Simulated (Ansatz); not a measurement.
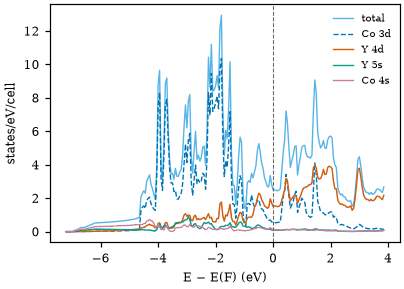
Total and projected density of states of YCo in space group R-3m (No. 166; Y on 6c, Co on 6c), r²SCAN (plane waves, PAW; program Ansatz)

### Question
Which orbitals carry the states next to the Fermi level?

### Answer
Within 0.5 eV of the Fermi level: Y 4d 51 %, Co 3d 34 %, outside the projected shells 7 %. Projections are on Löwdin-orthogonalised atomic valence shells; empty p or d shells of many metals are not among them.

### Question
Where is the tallest occupied peak in this window, and what makes it?

### Answer
Near -1.8 eV, about 13 states/eV per cell; the largest projected share is Co 3d.

The workflow started from a Materials Project entry (that database holds measured and hypothetical structures alike); the Crystallography Open Database copy checked does not list it. Whether it is the stable phase at ambient conditions was not checked. The r²SCAN relaxation kept the symmetry of its start, as lowered by the spin order; whether a distortion lowers the energy is not shown. Magnetic state: ferrimagnetic, chosen from 2 collinear starts compared on coarse meshes (ties went to the first, and starts can fall back to one state), not a proven ground state. Other orbital occupations within this spin state were not tried. Spin–orbit coupling is left out wherever it is not named.

Potentials: the later of the program's two PAW sets.
